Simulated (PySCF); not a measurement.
# PBE0/6-31G run of HCl (SMILES Cl)

What is the vertical singlet–triplet gap of HCl at PBE0/6-31G? Input form: a Python script.

The calculation is run with PySCF 2.14.0.

12 further runs of the same task are left out: 3 that didn't finish, 9 set aside as unsound or not needed.

### 1 The structure to begin with

HCl: 2 atoms, total charge 0, spin state singlet. As SMILES, `Cl`. Geometry: relaxed at PBE0-D4/def2-TZVP.

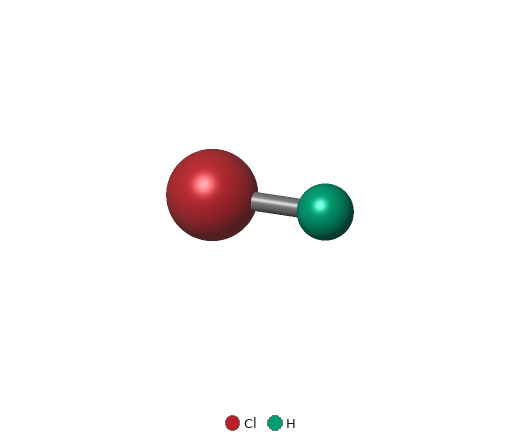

The structure, seen from a chosen angle (chlorine red, hydrogen teal).

### 2 A single-point energy at PBE0/6-31G

The input, mol.xyz:

```xyz
2
ClH
Cl     0.546000    -0.178500     0.280800
H     -0.546000     0.178500    -0.280800
```

The input, input.py:

```python
from pyscf import gto, dft

mol = gto.Mole()
mol.atom = 'mol.xyz'
mol.max_memory = 1860
mol.spin = 0
mol.verbose = 4
mol.basis = '6-31g'
mol.build()

mf = dft.RKS(mol)
mf.xc = 'pbe0'
mf.conv_tol = 1e-10
mf.grids.level = 5
mf.kernel()
if not mf.converged:
    mf = mf.newton().run(mf.mo_coeff, mf.mo_occ)

energy = mf.e_tot
print(f'total energy: {energy:.8f} hartree')
```

Launch:

```console
$ OMP_NUM_THREADS=1 python input.py
```

Output:

```text
PySCF version 2.14.0

[INPUT] num. atoms = 2
[INPUT] num. electrons = 18
[INPUT] charge = 0
[INPUT] spin (= nelec alpha-beta = 2S) = 0
[INPUT] symmetry False subgroup None
[INPUT] Mole.unit = angstrom
[INPUT] Symbol           X                Y                Z      unit          X                Y                Z       unit  Magmom
[INPUT]  1 Cl     0.546000000000  -0.178500000000   0.280800000000 AA    1.031790464013  -0.337316113235   0.530635095778 Bohr   0.0
[INPUT]  2 H     -0.546000000000   0.178500000000  -0.280800000000 AA   -1.031790464013   0.337316113235  -0.530635095778 Bohr   0.0

nuclear repulsion = 7.03477695309743
number of shells = 9
number of NR pGTOs = 50
number of NR cGTOs = 15
basis = 6-31g
ecp = {}

******** <class 'pyscf.dft.rks.RKS'> ********
method = RKS
initial guess = minao
damping factor = 0
level_shift factor = 0
DIIS = <class 'pyscf.scf.diis.CDIIS'>
diis_start_cycle = 1
diis_space = 8
diis_damp = 0
SCF conv_tol = 1e-10
SCF conv_tol_grad = None
SCF max_cycles = 50
direct_scf = True
direct_scf_tol = 1e-13
XC library pyscf.dft.libxc version 7.0.0
    S. Lehtola, C. Steigemann, M. J.T. Oliveira, and M. A.L. Marques.,  SoftwareX 7, 1–5 (2018)
XC functionals = pbe0
radial grids:
    Treutler-Ahlrichs [JCP 102, 346 (1995); DOI:10.1063/1.469408] (M4) radial grids

becke partition: Becke, JCP 88, 2547 (1988); DOI:10.1063/1.454033
pruning grids: <function nwchem_prune>
grids dens level: 5
symmetrized grids: False
atomic radii adjust function: <function treutler_atomic_radii_adjust>
small_rho_cutoff = 0
Set gradient conv threshold to 1e-05
Initial guess from minao.
tot grids = 66592
init E= -460.578662475662
  HOMO = -0.381125026047024  LUMO = 0.0208036613866334  gap/eV = 10.93704
cycle= 1 E= -460.586666111421  delta_E= -0.008  |g|= 0.217  |ddm|= 1.03
  HOMO = -0.30569446258434  LUMO = 0.0219874511465622  gap/eV = 8.91668
cycle= 2 E= -460.594762184781  delta_E= -0.0081  |g|= 0.179  |ddm|= 0.645
  HOMO = -0.349168139327731  LUMO = 0.0189568228468121  gap/eV = 10.01719
cycle= 3 E= -460.60525862073  delta_E= -0.0105  |g|= 0.00799  |ddm|= 0.281
  HOMO = -0.345982312988775  LUMO = 0.0235897010187605  gap/eV = 10.05657
cycle= 4 E= -460.605280676131  delta_E= -2.21e-05  |g|= 0.000368  |ddm|= 0.0138
  HOMO = -0.346119453594849  LUMO = 0.0235134541979006  gap/eV = 10.05822
cycle= 5 E= -460.60528073438  delta_E= -5.82e-08  |g|= 2.27e-05  |ddm|= 0.00106
  HOMO = -0.346119499392781  LUMO = 0.0235164139615311  gap/eV = 10.05831
cycle= 6 E= -460.605280734579  delta_E= -1.99e-10  |g|= 6.65e-07  |ddm|= 3.38e-05
  HOMO = -0.346119626740365  LUMO = 0.0235162193054687  gap/eV = 10.05830
cycle= 7 E= -460.60528073458  delta_E= -6.82e-13  |g|= 2.68e-08  |ddm|= 1.66e-06
  HOMO = -0.346119618170904  LUMO = 0.0235162186862958  gap/eV = 10.05830
Extra cycle  E= -460.605280734579  delta_E= 6.82e-13  |g|= 1.36e-08  |ddm|= 9.21e-08
converged SCF energy = -460.605280734579
total energy: -460.60528073 hartree
```

It took 1.4 s on 1 thread of Arm Neoverse V1, shared host; peak memory 0.15 GiB.

### 3 The triplet

The input, run.py:

```python
from pyscf import gto, dft

mol = gto.M(
    atom='Cl 0.546000 -0.178500 0.280800; H -0.546000 0.178500 -0.280800',
    spin=2,
    max_memory=1860,
    verbose=3,
    charge=0,
    basis='6-31g',
)

ks = dft.UKS(mol, xc='pbe0')
ks.conv_tol = 1e-10
ks.grids.level = 5
ks.kernel()
if not ks.converged:
    ks = ks.newton().run(ks.mo_coeff, ks.mo_occ)

etot = ks.e_tot
print(f'total energy: {etot:.8f} hartree')
```

Launch:

```console
$ OMP_NUM_THREADS=1 python run.py
```

Output:

```text
WARN: HOMO 0.0208036613866307 >= LUMO -0.381125026047026

WARN: HOMO -0.0716578141043166 >= LUMO -0.308243470157288

WARN: HOMO -0.0678053569025073 >= LUMO -0.281639535653701

WARN: HOMO -0.0703706930165939 >= LUMO -0.281954984731474

WARN: HOMO -0.0702052375777024 >= LUMO -0.281773042136652

WARN: HOMO -0.0702770007101131 >= LUMO -0.281791932515126

WARN: HOMO -0.0702682183701596 >= LUMO -0.28178843802413

WARN: HOMO -0.0702688704793338 >= LUMO -0.281788963875361

WARN: HOMO -0.0702688516097368 >= LUMO -0.281788911725911

converged SCF energy = -460.318169618886  <S^2> = 2.0004242  2S+1 = 3.0002828
total energy: -460.31816962 hartree
```

Run time: 1.8 s. Hardware: 1 thread of Arm Neoverse V1, shared host; peak memory 0.17 GiB.

### 4 Outcome

Level: PBE0/6-31G.

| quantity | value |
| --- | --- |
| singlet: total energy | -460.60528 Eh |
| singlet: dipole moment | 1.84 D |
| singlet: HOMO energy | -9.42 eV |
| singlet: LUMO energy | 0.64 eV |
| singlet: HOMO–LUMO gap | 10.06 eV |
| triplet: total energy | -460.31817 Eh |
| triplet: dipole moment | 1.56 D |
| triplet: HOMO energy (highest over α and β) | -1.91 eV |
| triplet: ⟨S²⟩ | 2.000 |
| vertical energy of the triplet above the singlet | 7.813 eV |

What this shows: At this shape the triplet lies 7.81 eV (754 kJ/mol) above the singlet.
